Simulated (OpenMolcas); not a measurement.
Run report: BHS, geometry relaxation (part 2 of 3)

Continued. System: BHS (hydrogen boron sulfide). Method: B3P86/ANO-L-VTZP, RKS (OpenMolcas 26.06). The geometry comes from this level: GFN2-xTB.

Geometry of the input (Å):
```
B  -0.0410  -0.0161  0.1425
S  0.3953  0.1465  -1.3797
H  -0.3543  -0.1304  1.2371
```

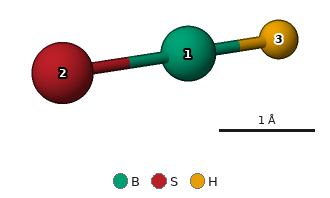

*The starting structure (ball-and-stick view, seen at a tilt; atoms are numbered from 1 in the order of the input).*

**Log, continued**
```
      Charge (e):
                      =   -0.0000
      Dipole Moment (debye):
      Origin of the operator (angstrom)=    0.2689    0.0995   -0.9387
                   X= -3.8838E-01               Y= -1.4454E-01               Z=  1.3550E+00           Total=  1.4169E+00
      Quadrupole Moment (debye*angstrom):
      Origin of the operator (angstrom)=    0.2689    0.0995   -0.9387
                  XX= -1.9456E+01              XY=  9.4088E-02              XZ= -8.7938E-01              YY= -1.9673E+01
                  YZ= -3.2819E-01              ZZ= -1.6641E+01
      In traceless form (debye*angstrom)
                  XX= -1.2991E+00              XY=  1.4113E-01              XZ= -1.3191E+00              YY= -1.6246E+00
                  YZ= -4.9228E-01              ZZ=  2.9238E+00
--

--- Stop Module: scf /rc=_RC_ALL_IS_WELL_ ---
--- Module scf spent 4 seconds ---

--- Start Module: slapaf ---

                                              &SLAPAF

                       available to each process: 1.9 GB of memory, 1 thread

--- Stop Module: slapaf /rc=_RC_INVOKED_OTHER_MODULE_ ---

--- Start Module: alaska ---

                                              &ALASKA

                       available to each process: 1.9 GB of memory, 1 thread

                     Threshold for contributions to the gradient: 1.000E-07

                    ********************************************
                    * Symmetry Adapted Cartesian Displacements *
                    ********************************************

           Irreducible representation : a
           Basis function(s) of irrep: x, y, xy, Rz, z, xz, Ry, yz, Rx, I

 Basis Label        Type   Center Phase
   1   B1           x         1     1
   2   B1           y         1     1
   3   B1           z         1     1
   4   S2           x         2     1
   5   S2           y         2     1
   6   S2           z         2     1
   7   H3           x         3     1
   8   H3           y         3     1
   9   H3           z         3     1

                     No automatic utilization of translational and rotational invariance of the energy is employed.

 Rotational correction to the DFT gradient is turned off due to close-to-degeneracy problems!

 DFT contribution computed for a moving grid.

 Conventional ERI gradients!

 **************************************************
 *              Molecular gradients               *
 **************************************************

  Irreducible representation: a
 ------------------------------------------------------------------------------------------
                              X                       Y                       Z
 ------------------------------------------------------------------------------------------
  B1               -8.83795737870674E-04   -4.29087686687035E-04    3.01208639523765E-03
  S2               -3.53097355440735E-03   -1.25989274300631E-03    1.23575934025073E-02
  H3                4.41476929227214E-03    1.68898042969190E-03   -1.53696797977654E-02
 ------------------------------------------------------------------------------------------

--- Stop Module: alaska /rc=_RC_ALL_IS_WELL_ ---
--- Module alaska spent 13 seconds ---

--- Start Module: slapaf ---

                                              &SLAPAF

                       available to each process: 1.9 GB of memory, 1 thread

++       Slapaf input parameters:
         ------------------------

 Maximum number of iterations:                40
 Convergence test a la Schlegel.
 Convergence criterion on gradient/para.<=: 3.0E-04
 Convergence criterion on step/parameter<=: 3.0E-04
 Convergence criterion on energy change <=: 0.0E+00
 Parameters for step-restricted optimization
 Maximum step length (initial seed):       3.00E-01

 -RFO activated with parameters:
   Maximum number of data points used in RFO:      5
 Line search is performed

 -Optimization for minimum.
  Optimization method: RS-RFO.

 -Initial Hessian guessed by Hessian Model Function (HMF).
  HMF augmented with weak interactions.

 -Hessian update method: Broyden-Fletcher-Goldfarb-Shanno
  Maximum number of points in Hessian update:  5

 -Relaxation will be done on non-redundant internal coordinates, based on
  force constant weighted redundant internal coordinates.

--

 ******************************************
 * Statistics of the internal coordinates *
 ******************************************
 Translations and Rotations:         0
 Bonds                     :         2
 Angles                    :         2
 Torsions                  :         0
 Out-of-plane angles       :         0

**********************************************************************************************************************
*                                    Energy Statistics for Geometry Optimization                                     *
**********************************************************************************************************************
                       Energy     Grad      Grad              Step                 Estimated   Geom       Hessian
Iter      Energy       Change     Norm      Max    Element    Max     Element     Final Energy Update Update   Index
  1   -423.73691112  0.00000000 0.020866  0.020087 nrc002   0.042174  nrc002     -423.73732633 RS-RFO  None      0

       +----------------------------------+----------------------------------+
       +    Cartesian Displacements       +    Gradient in internals         +
       +  Value      Threshold Converged? +  Value      Threshold Converged? +
 +-----+----------------------------------+----------------------------------+
 + RMS + 2.3035E-02  1.2000E-03     No    + 1.2047E-02  3.0000E-04     No    +
 +-----+----------------------------------+----------------------------------+
 + Max + 3.1395E-02  1.8000E-03     No    + 2.0087E-02  4.5000E-04     No    +
 +-----+----------------------------------+----------------------------------+

 Convergence not reached yet!

*****************************************************************************************************************
*****************************************************************************************************************

++ Geometry section

********************************************************************************
  Geometrical information of the new structure
********************************************************************************

 *********************************************************
 * Nuclear coordinates for the next iteration / bohr     *
 *********************************************************
  ATOM              X               Y               Z
  B1              -0.075164       -0.028749        0.261651
  S2               0.753348        0.278853       -2.629419
  H3              -0.678204       -0.250104        2.367749

 *********************************************************
 * Nuclear coordinates for the next iteration / angstrom *
 *********************************************************
  ATOM              X               Y               Z
  B1              -0.039775       -0.015213        0.138460
  S2               0.398655        0.147563       -1.391429
  H3              -0.358890       -0.132349        1.252959

                    ***************************************
                    *    InterNuclear Distances / bohr    *
                    ***************************************

               1 B1            2 S2            3 H3
    1 B1       0.000000
    2 S2       3.023134        0.000000
    3 H3       2.201886        5.225019        0.000000

                    *******************************************
                    *    InterNuclear Distances / angstrom    *
                    *******************************************

               1 B1            2 S2            3 H3
    1 B1       0.000000
    2 S2       1.599774        0.000000
    3 H3       1.165188        2.764961        0.000000
--
--- Stop Module: slapaf /rc=_RC_CONTINUE_LOOP_ ---

>>> END DO

--- Start Module: seward ---
--- Stop Module: seward /rc=_RC_ALL_IS_WELL_ ---
--- Module seward spent 3 seconds ---

--- Start Module: scf ---
--- Stop Module: scf /rc=_RC_ALL_IS_WELL_ ---
--- Module scf spent 3 seconds ---

--- Start Module: slapaf ---
--- Stop Module: slapaf /rc=_RC_INVOKED_OTHER_MODULE_ ---

--- Start Module: alaska ---
 Rotational correction to the DFT gradient is turned off due to close-to-degeneracy problems!
--- Stop Module: alaska /rc=_RC_ALL_IS_WELL_ ---
--- Module alaska spent 14 seconds ---

--- Start Module: slapaf ---

**********************************************************************************************************************
*                                    Energy Statistics for Geometry Optimization                                     *
**********************************************************************************************************************
                       Energy     Grad      Grad              Step                 Estimated   Geom       Hessian
Iter      Energy       Change     Norm      Max    Element    Max     Element     Final Energy Update Update   Index
  1   -423.73691112  0.00000000 0.020866  0.020087 nrc002   0.042174  nrc002     -423.73732633 RS-RFO  None      0
  2   -423.73744682 -0.00053571 0.007104  0.006111 nrc002   0.018614  nrc002     -423.73750694 RS-RFO  BFGS      0

       +----------------------------------+----------------------------------+
       +    Cartesian Displacements       +    Gradient in internals         +
       +  Value      Threshold Converged? +  Value      Threshold Converged? +
 +-----+----------------------------------+----------------------------------+
 + RMS + 1.0637E-02  1.2000E-03     No    + 4.1016E-03  3.0000E-04     No    +
 +-----+----------------------------------+----------------------------------+
 + Max + 1.3926E-02  1.8000E-03     No    + 6.1110E-03  4.5000E-04     No    +
 +-----+----------------------------------+----------------------------------+

 Convergence not reached yet!

*****************************************************************************************************************
*****************************************************************************************************************

++ Geometry section

********************************************************************************
  Geometrical information of the new structure
********************************************************************************

 *********************************************************
 * Nuclear coordinates for the next iteration / bohr     *
 *********************************************************
  ATOM              X               Y               Z
  B1              -0.074485       -0.027786        0.259790
  S2               0.756548        0.279735       -2.640804
  H3              -0.682082       -0.251949        2.380995

 *********************************************************
 * Nuclear coordinates for the next iteration / angstrom *
 *********************************************************
  ATOM              X               Y               Z
  B1              -0.039416       -0.014704        0.137475
  S2               0.400348        0.148029       -1.397453
  H3              -0.360942       -0.133326        1.259968

--
--- Stop Module: slapaf /rc=_RC_CONTINUE_LOOP_ ---

>>> END DO

--- Start Module: seward ---
--- Stop Module: seward /rc=_RC_ALL_IS_WELL_ ---
--- Module seward spent 3 seconds ---

--- Start Module: scf ---
--- Stop Module: scf /rc=_RC_ALL_IS_WELL_ ---
--- Module scf spent 3 seconds ---

--- Start Module: slapaf ---
--- Stop Module: slapaf /rc=_RC_INVOKED_OTHER_MODULE_ ---

--- Start Module: alaska ---
 Rotational correction to the DFT gradient is turned off due to close-to-degeneracy problems!
--- Stop Module: alaska /rc=_RC_ALL_IS_WELL_ ---
--- Module alaska spent 13 seconds ---

--- Start Module: slapaf ---

**********************************************************************************************************************
*                                    Energy Statistics for Geometry Optimization                                     *
**********************************************************************************************************************
                       Energy     Grad      Grad              Step                 Estimated   Geom       Hessian
Iter      Energy       Change     Norm      Max    Element    Max     Element     Final Energy Update Update   Index
  1   -423.73691112  0.00000000 0.020866  0.020087 nrc002   0.042174  nrc002     -423.73732633 RS-RFO  None      0
  2   -423.73744682 -0.00053571 0.007104  0.006111 nrc002   0.018614  nrc002     -423.73750694 RS-RFO  BFGS      0
  3   -423.73750933 -0.00006251 0.001550  0.000954 nrc001   0.001374  nrc001     -423.73750999 RS-RFO  BFGS      0
```
